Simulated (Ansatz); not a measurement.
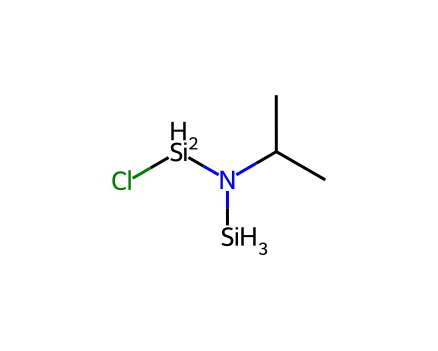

The computed structure is the end point of a PBE-D4/def2-SVP optimisation. No frequency run is at hand to confirm it as a minimum. Level of theory: RKS PBE-D4/def2-SVP (Ansatz 0.2.0).

What does the calculation give?

The species is C3H12ClNSi2 (`CC(C)N([SiH3])[SiH2]Cl`).
- dipole moment: 1.96 D
- dispersion correction: −55.5 kJ/mol
